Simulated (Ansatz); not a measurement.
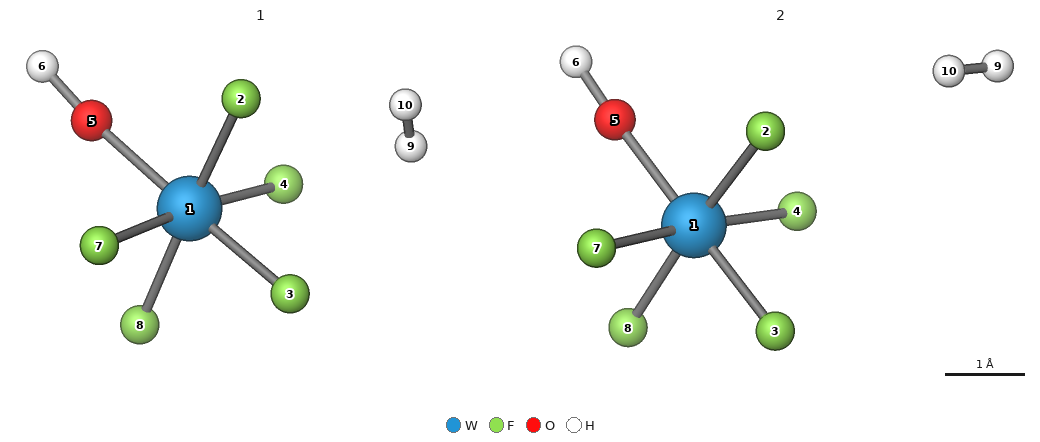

Two geometries of WH₃OF₅, drawn at one scale. One is the start of a relaxation, the other its converged end. A ball-and-stick model, seen at a tilt.

The calculation used Ansatz 0.2.0, RKS B3LYP-D4/def2-SVP. Settings: no spin polarisation; force threshold 0.03 eV/Å; at most 50 steps.

Q: Which geometry has the lower energy?

A: Structure 2 is the relaxed one. The run prepares an end point of a later path (reaction) calculation, from a guessed geometry. H9 moves most after the best rigid fit: 1.33 Å. By element the largest moves are H 1.33 Å, F 0.65 Å, W 0.29 Å, O 0.06 Å. Near-neighbour distances that change, for instance: W1–H9 2.936 → 4.368 Å, H9–H10 0.715 → 0.761 Å, W1–F2 1.857 → 1.864 Å. Among the angles between lasting bonds that change: W1–O5–H6 169.5° → 177.2°, F2–W1–F4 93.4° → 90.3°. After 20 accepted moves (22 points after the start) the energy has fallen by 6.14 kcal/mol. The largest force component goes from 1.6 to 0.0079 eV/Å. The line search rejected the trial steps at points 5, 8 of the run. The forces were under the threshold at step 7, but the run went on from there. The run took 71 s on 4 threads of Arm Neoverse V1, with other jobs on the host, peak memory 0.36 GiB.
